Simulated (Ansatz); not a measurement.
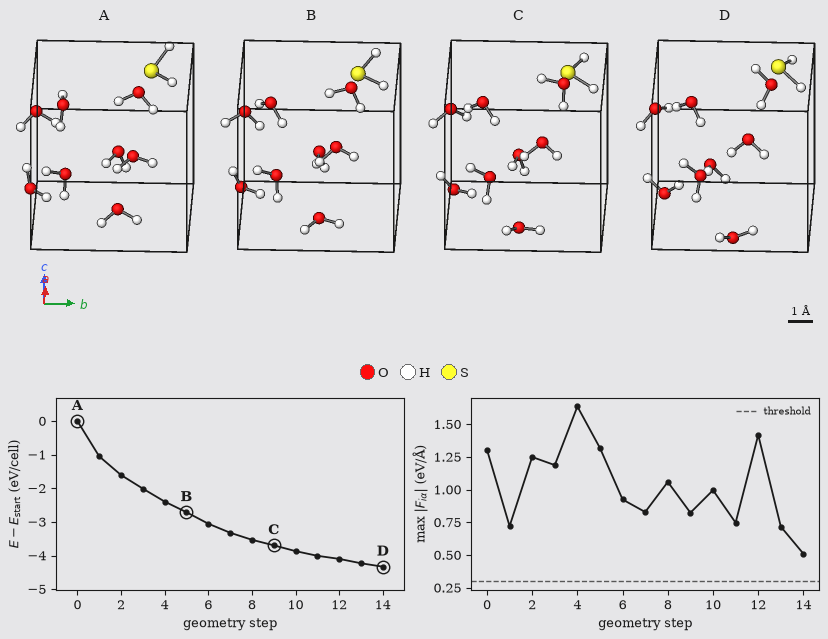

Frames of a relaxation of an amorphous cell of composition H18SO8, marked on the history of the run. Style: ball-and-stick. Shown: the cell of the calculation, from a free direction.

The cell holds 8 H2O + 1 SH2. The run prepares the start of a later molecular dynamics calculation, from a guessed geometry.

Method: Ansatz, DFT r2SCAN-D3(BJ), scalar-relativistic, plane waves, PAW. Settings: plane-wave cutoff 500 eV; k-point mesh 1 × 1 × 1; occupations fermi dirac; smearing width 0.05 eV; no spin polarisation; atoms relaxed in a fixed cell; force threshold 0.3 eV/Å; at most 15 steps.

Question: Describe the path.

Answer: The relaxation stopped without meeting its thresholds, so the last structure isn't shown to be converged. It used up its limit of 15 steps. Over 14 geometry steps the energy falls by 4.332 eV per cell of the calculation. The largest force component goes from 1.3 to 0.51 eV/Å. An H atom moves most: 1.63 Å along [2 1 2]. By element the largest moves are H 1.63 Å, O 1.37 Å, S 0.32 Å. The cell stays as it was. Near-neighbour distances that change, for instance: H–O 0.969 → 0.988 Å, H–S 1.339 → 1.346 Å. Among the angles between lasting bonds that change: H–O–H 104.0° → 108.7°, H–O–H 104.0° → 106.2°. Cost: 3.6 min on 1 thread of Arm Neoverse V1, with other jobs on the host, peak memory 0.58 GiB. From step 0 to 5: H atoms move most (0.69 Å), energy −2.712 eV per cell of the calculation. From step 5 to 9: an H atom moves most (0.69 Å), energy −0.985 eV per cell of the calculation. From step 9 to 14: an O atom moves most (0.83 Å), energy −0.635 eV per cell of the calculation.

| step | E − E(0), meV/atom | largest force component, eV/Å |
| --- | --- | --- |
| 0 | 0.00 | 1.3047 |
| 1 | -38.91 | 0.7211 |
| 2 | -59.46 | 1.2492 |
| 3 | -74.43 | 1.1873 |
| 4 | -88.71 | 1.6352 |
| 5 | -100.44 | 1.3175 |
| 6 | -113.06 | 0.9245 |
| 7 | -123.02 | 0.8289 |
| 8 | -130.79 | 1.0588 |
| 9 | -136.90 | 0.8234 |
| 10 | -143.28 | 0.9956 |
| 11 | -148.45 | 0.7473 |
| 12 | -151.83 | 1.4178 |
| 13 | -156.67 | 0.7171 |
| 14 | -160.43 | 0.5100 |

Limits of the set-up: the program's low-accuracy preset was used; the periodic images lie only 6.7 Å apart, so the values are limited by the cell's size.
